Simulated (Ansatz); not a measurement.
A series of calculations on BNH₄F₂

Part 1: Relaxation

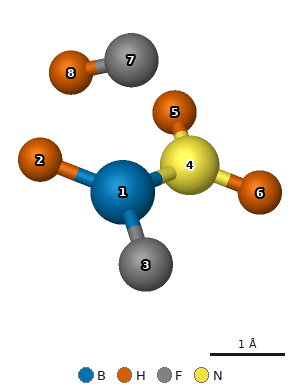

Starting structure of BNH4F2. The picture is a ball-and-stick view, seen from a free direction.

The run prepares an end point of a later path (reaction) calculation, from a guessed geometry.

Computed with RKS PBE/cc-pVDZ (Ansatz).

The input:
```yaml
crystal:
  periodic: [false, false, false]
  atoms:
    - { symbol: B, position_ang: [-0.098248, -0.125223, -0.09211] }
    - { symbol: H, position_ang: [-0.070877, -0.482832, 1.058233] }
    - { symbol: F, position_ang: [1.070868, 0.184828, -0.71356] }
    - { symbol: "N", position_ang: [-1.290108, -0.192484, -0.819873] }
    - { symbol: H, position_ang: [-2.181924, -0.436517, -0.39228] }
    - { symbol: H, position_ang: [-1.348491, 0.083504, -1.801822] }
    - { symbol: F, position_ang: [-0.13845, 2.071959, 1.154119] }
    - { symbol: H, position_ang: [-0.061471, 1.280664, 1.642693] }
basis:
  gaussian: { orbitals: cc-pVDZ }
hamiltonian:
  xc: pbe
relax:
  f_tol: 0.03
  max_steps: 50
output:
  orbitals: {}
```

Run as
```bash
ansatz run input.yaml --threads 1 --pin off --max-ram 2048MiB --backend cpu --events-out ev --progress --plain --runs-dir out
```

Where does the relaxation end?

The energy falls by 0.038 eV in 5 accepted moves (8 points after the start). Largest force component: 0.52 eV/Å at the start, 0.028 eV/Å at the end. The line search rejected the trial steps at points 2, 4, 7 of the run. The forces were under the threshold at step 6, but the run went on from there. F7 moves most after the best rigid fit: 0.27 Å. By element the largest moves are F 0.27 Å, H 0.13 Å, B 0.05 Å, N 0.03 Å. Among the contacts that change: B1–H2 1.205 → 1.225 Å, F7–H8 0.933 → 0.944 Å, B1–F3 1.360 → 1.355 Å. The run took 15 s on 1 thread of Arm Neoverse V2, with other jobs on the host, peak memory 0.13 GiB.

History of the run:

```
step  E − E(0), eV  largest force component, eV/Å      note
   0        0.0000                         0.5156          
   1       -0.0150                         1.0540          
   2       -0.0134                         1.2670  rejected
   3       -0.0321                         0.3677          
   4       -0.0229                         0.3260  rejected
   5       -0.0367                         0.0920          
   6       -0.0374                         0.0260          
   7       -0.0374                         0.0679  rejected
   8       -0.0377                         0.0275
```

Final geometry:

```xyz
8

B    -0.0926   -0.1323   -0.1379
H    -0.0725   -0.3583    1.0659
F     1.0771    0.1177   -0.7756
N    -1.2917   -0.2142   -0.8457
H    -2.1861   -0.3905   -0.3926
H    -1.3518   -0.0334   -1.8485
F    -0.1459    2.1615    1.4112
H    -0.0551    1.2336    1.5587
```

After the run, drawn alike:

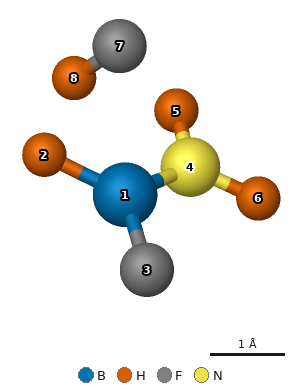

Part 2: Relaxation

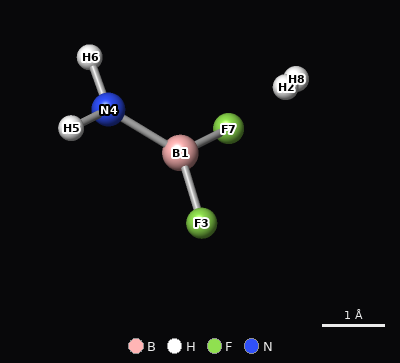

This is the input geometry for a relaxation of BNH$_{4}$F$_{2}$. The picture is a ball-and-stick view, seen face on.

The run prepares an end point of a later path (reaction) calculation, from a guessed geometry.

Theory: RKS PBE/cc-pVDZ in Ansatz.

Input
```yaml
crystal:
  periodic: [false, false, false]
  atoms:
    - { symbol: B, position_ang: [-0.073608, 0.459508, -0.423342] }
    - { symbol: H, position_ang: [-0.111703, 0.030381, 1.934758] }
    - { symbol: F, position_ang: [0.972024, -0.400429, -0.459266] }
    - { symbol: "N", position_ang: [-1.346039, 0.052661, -0.84453] }
    - { symbol: H, position_ang: [-1.529535, -0.895738, -1.162141] }
    - { symbol: H, position_ang: [-2.149591, 0.676314, -0.850938] }
    - { symbol: F, position_ang: [0.165259, 1.715931, -0.02119] }
    - { symbol: H, position_ang: [-0.045507, 0.745273, 1.86205] }
basis:
  gaussian: { orbitals: cc-pVDZ }
hamiltonian:
  xc: pbe
relax:
  f_tol: 0.03
  max_steps: 50
output:
  orbitals: {}
```

Command:
```bash
ansatz run input.yaml --threads 1 --pin off --max-ram 2048MiB --backend cpu --events-out ev --progress --plain --runs-dir out
```

> What does the optimiser find from here?

Over 20 accepted moves (24 points after the start) the energy falls by 0.180 eV. Largest force component: 1.9 eV/Å at the start, 0.011 eV/Å at the end. The line search rejected the trial steps at points 6, 8, 18, 19 of the run. The forces were under the threshold at step 20, but the run went on from there. H2 moves most after the best rigid fit: 1.52 Å. By element the largest moves are H 1.52 Å, F 0.90 Å, B 0.42 Å, N 0.33 Å. Among the contacts that change: H2–H8 0.722 → 0.770 Å, B1–F7 1.341 → 1.356 Å.

Final geometry:

```xyz
8

B    -0.0639    0.2664   -0.7994
H    -0.0950    0.7152    3.2967
F     0.9831   -0.3814   -1.3577
N    -1.3835   -0.0221   -1.1689
H    -1.6133   -0.7263   -1.8667
H    -2.1816    0.4554   -0.7561
F     0.2117    1.2094    0.1359
H     0.0237    0.8672    2.5517
```

The end point in the same view:

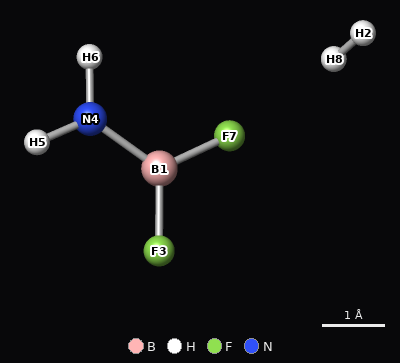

Part 3: Path

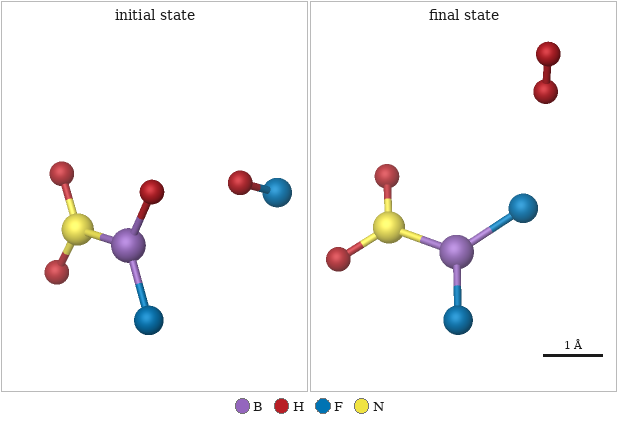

The two relaxed end points of a path for BNH$_{4}$F$_{2}$. The picture is a ball-and-stick view, seen at a tilt.

Level of theory: RKS PBE/cc-pVDZ in Ansatz 0.2.0.

Run with 5 movable images; climbing image; force threshold 0.03 eV/Å; iteration limit 60.

Start:
```xyz
8

B    -0.0924   -0.1322   -0.1378
H    -0.0724   -0.3580    1.0661
F     1.0772    0.1180   -0.7755
N    -1.2915   -0.2146   -0.8457
H    -2.1859   -0.3912   -0.3926
H    -1.3515   -0.0341   -1.8485
F    -0.1466    2.1619    1.4108
H    -0.0556    1.2341    1.5585
```

End:
```xyz
8

B    -0.0848    0.4163   -0.8027
H    -0.0988    0.5064    3.3169
F     1.0481    0.0183   -1.4238
N    -1.3394   -0.0745   -1.1852
H    -1.4552   -0.7476   -1.9396
H    -2.2003    0.2139   -0.7259
F     0.0388    1.3117    0.2087
H    -0.0271    0.7394    2.5870
```

Predict the minimum-energy path and its barrier.

Answer. The energy climbs by 81.7 kJ/mol to image 2 and then falls by 198.6 kJ/mol, so the end point sits at −116.9 kJ/mol. Breaking: B1–H2 (1.23 → 1.24 at the top → 4.12 Å), F7–H8 (0.94 → 0.95 at the top → 2.45 Å). Forming: B1–F7 (2.77 → 2.30 at the top → 1.36 Å), H2–H8 (1.67 → 1.77 at the top → 0.77 Å). The band converged in 27 iterations, with a climbing image at the top. At the top, the vibrational analysis gives one imaginary mode (456i cm⁻¹), as a transition state must have.

Energies of the converged images:

| image | path (Å) | E (kJ/mol) |
| --- | --- | --- |
| 0 | 0.00 | 0.0 |
| 1 | 1.06 | 27.3 |
| 2 | 2.13 | 81.7 |
| 3 | 3.20 | 9.2 |
| 4 | 4.28 | -111.7 |
| 5 | 5.35 | -116.0 |
| 6 | 6.43 | -116.9 |

The geometry at the top of the path:

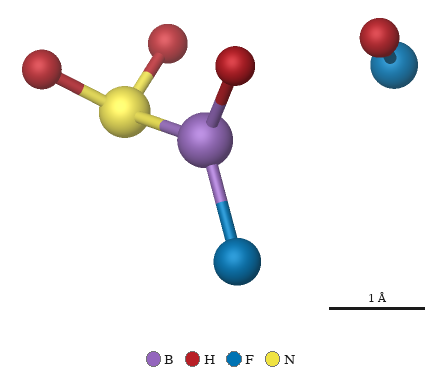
